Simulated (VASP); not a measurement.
Band structure of SnO (litharge). All values below come from RPBE GGA, VASP's PBE PAW potentials (set 64) (plane waves; VASP 6.6.1).

Without a dispersion term in the relaxation, distances and binding between the weakly bound layers, chains or molecules are unreliable, and so is what depends on them. Unless said otherwise, spin-orbit coupling is left out, though it shifts the bands of the heavy elements here.

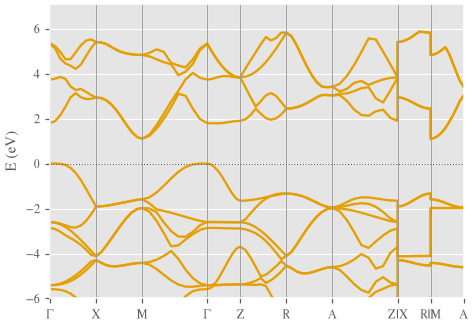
*Bands along high-symmetry lines, zero at the valence-band maximum or, without a gap, the Fermi level*

Read the plot: is there a gap, and where are the band edges?

The gap is indirect, 1.10 eV, from the valence maximum at Γ to the conduction minimum at M. (Edges off the drawn lines would not show.)

Measured: gap 0.70 eV (computed value off by +0.40 eV), as given by David Waroquiers et al., Physical Review B (2013), arXiv:1302.6756.

The compound is SnO in the litharge structure. It was relaxed first, which changed the volume by +19 %.
